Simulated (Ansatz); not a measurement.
## A small benchmark: atomisation enthalpy at 298 K

10 molecules holding an element past argon; the atomisation enthalpy at 298 K in kJ/mol, computed less measured. Shapes, held fixed at every level: PBE0-D4/def2-TZVP. Flexible molecules stand in one conformer, not always the lowest. Thermal terms are harmonic and unscaled (PBE0-D4/def2-TZVP); the spin-orbit lowering of the free atoms is taken from their spectra. Programs: Ansatz 0.2.0. Measured values: Active Thermochemical Tables, CRC Handbook of Chemistry and Physics.

Levels: A = HF/def2-SVP; B = B3LYP-D4/def2-TZVPP; C = MP2/def2-TZVPP.

| molecule | from tabulated heats | A | B | C |
| --- | --- | --- | --- | --- |
| HOI (hypoiodous acid) | 635 | -395 | -19 | -13 |
| BiCl3 (bismuth trichloride) | 837 | -375 | +87 | +63 |
| CBrCl2F (bromodichlorofluoromethane) | 1391 | -616 | -40 | +30 |
| CBrClF2 (SMILES FC(F)(Cl)Br) | 1551 | -631 | -33 | +38 |
| CHBrClF (bromochlorofluoromethane) | 1479 | -549 | -23 | +16 |
| GeF4 (tetrafluorogermane) | 1880 | -642 | -36 | +106 |
| C2H3IO (acetyl iodide) | 2570 | -814 | -4 | +2 |
| C2H2F3I (1,1,1-trifluoro-2-iodoethane) | 2859 | -906 | -26 | +44 |
| C2H4I2 (1,2-diiodoethane) | 2446 | -734 | -13 | -8 |
| C4H9Br (1-bromobutane) | 5048 | -1249 | -9 | -64 |

Question: Sum up the errors.

Answer: 
| level | kind | mean error | mean absolute error | worst case |
| --- | --- | --- | --- | --- |
| HF/def2-SVP | Hartree–Fock | -691.1 | 691.1 | C4H9Br |
| B3LYP-D4/def2-TZVPP | global hybrid | -11.6 | 29.0 | BiCl3 |
| MP2/def2-TZVPP | perturbation theory | +21.4 | 38.4 | GeF4 |

On this set B3LYP-D4/def2-TZVPP has the smallest mean absolute error and HF/def2-SVP the largest. HF/def2-SVP is too low in 10 of 10; B3LYP-D4/def2-TZVPP is too low in 9 of 10; MP2/def2-TZVPP is too high in 7 of 10. The heats of BiCl3, GeF4, C2H3IO, C2H2F3I, C4H9Br come from older tables and can be uncertain by 10 kJ/mol or more. The molecules' own spin-orbit binding is left out, so errors for heavy halides read too negative. For HF/def2-SVP the error grows with the size of the molecule. Hartree–Fock lacks correlation and underbinds. Correlated wave functions converge slowly with the basis. For atoms past krypton def2 sets carry core potentials with scalar relativity. Relativity is left out for Br, Ge. Outer-core shells of Bi, Br, Ge, I are correlated, in sets that cover them unevenly. The set is small.

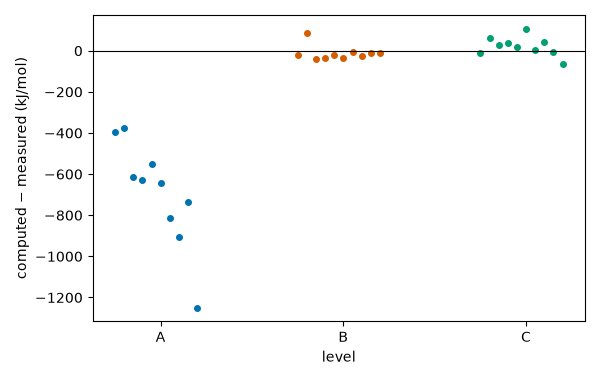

Errors of each level, one point a molecule.
